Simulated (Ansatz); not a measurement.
# CH₅BF₂Si: what the fields show

```csv
atom,x (Å),y (Å),z (Å)
C,-1.1189,-0.4247,0.2539
B,0.2978,0.0442,1.0452
Si,0.9309,0.4634,-0.7558
F,1.2625,-0.6537,-1.9034
F,0.3971,1.7347,-1.6354
H,-1.6776,0.3612,-0.2969
H,-1.0549,-1.3314,-0.3823
H,-1.7540,-0.6949,1.1267
H,0.9410,-0.8793,1.5159
H,0.1990,1.0857,1.6748
```

Level of theory: UKS revPBE-D4/def2-SVP (Ansatz 0.2.0).

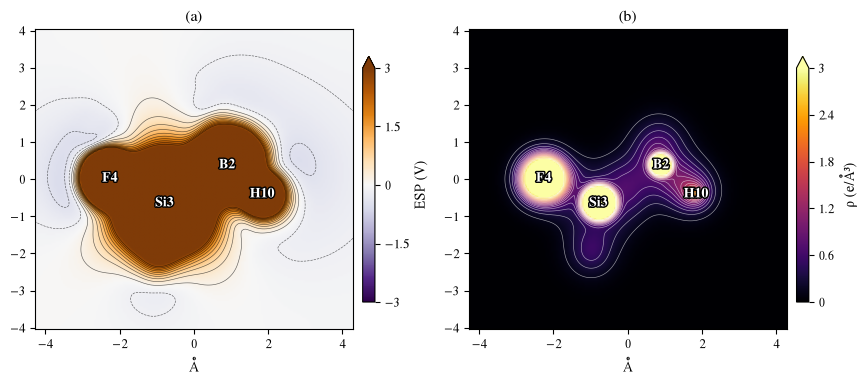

Figure 1. (a) electrostatic potential; (b) electron density on the plane of atoms B2, Si3 and F4.

Interpret the plot.

Answer.
- The plane passes through B, Si, F and H nuclei.
- Si–F (1.64 Å): ρ at the midpoint is about 0.98 e/Å³.
- Si–B (1.95 Å): ρ at the midpoint is about 0.71 e/Å³.
- B–H (1.22 Å): ρ is about 1.1 e/Å³ halfway.
- Outside the dense part of the molecule the potential is most negative (−0.5 V) near F4.

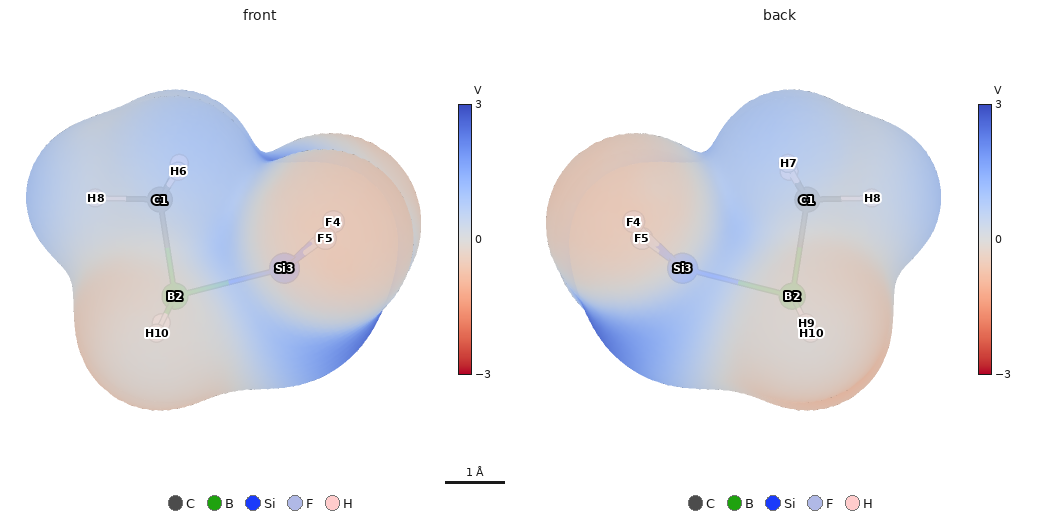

Figure 2. The molecular electrostatic potential painted on the density surface at 0.002 e/bohr³, seen from the front and from behind; the colour scale runs from red (negative) to blue (positive).

Describe the electrostatic potential map.

Answer. The most negative region (about −0.8 V, or −18 kcal/mol for a unit charge) lies over H10, the most positive (about +2.3 V, or +53 kcal/mol for a unit charge) over Si3.

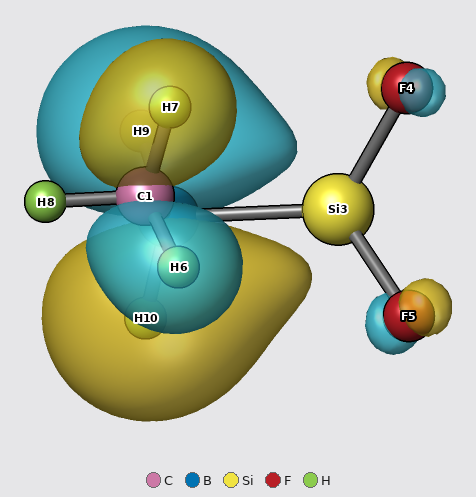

Figure 3. The HOMO−1 at ±0.08 Å⁻³ᐟ² (yellow and cyan are the two phases), seen from one side.

Describe this orbital and give its energy.

Answer. By Hirshfeld shares it lies mainly on B2 (about 35 %), H9 (about 20 %), H10 (about 20 %) and C1 (about 10 %). Its energy is −7.68 eV.
